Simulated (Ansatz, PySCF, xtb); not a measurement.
GeH4 (SMILES [GeH4]) and H2Se (SMILES [SeH2]) are pulled apart as rigid monomers along the line of their centres of mass, from the B3LYP-D3(BJ)/def2-TZVP minimum. Starting geometry (charge 0, multiplicity 1):
```xyz
8

Ge     0.1106     0.0508    -0.0842
H     -1.4039     0.0294     0.1566
H      0.3907     0.1205    -1.5951
H      0.7436    -1.2294     0.4827
H      0.7323     1.2743     0.6033
Se    -0.0986    -0.7197     3.7942
H     -0.3014     0.2910     4.8434
H      1.2605    -0.2255     3.5318
```

Interaction energies with rigid monomers; basis-set methods are counterpoise corrected unless marked otherwise.

Frozen-core correlation. Filled d and f shells under p-block atoms count as core. Rows in 6-31G* carry no dispersion term and start afresh at each structure (6-31G* with six Cartesian d functions); the Pople sets are all-electron and without relativity. MP2/6-31G* freezes PySCF's default core, which leaves 3d correlated.

The values were computed with Ansatz (Gaussian orbitals); PySCF for 6-31G* rows; xtb for the GFN methods. 

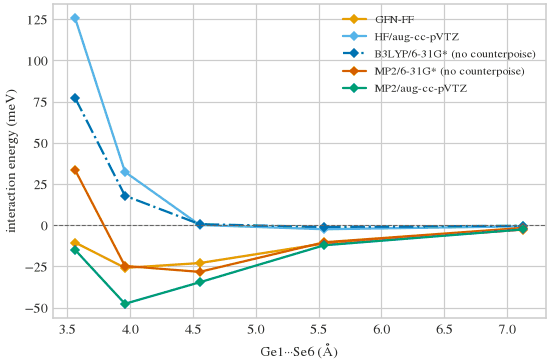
Interaction energy against separation

Q: Which level binds most strongly at Ge1···Se6 = 3.96, and by how much?

A: MP2/aug-cc-pVTZ, -48 meV.

Ansatz is a first-principles code.
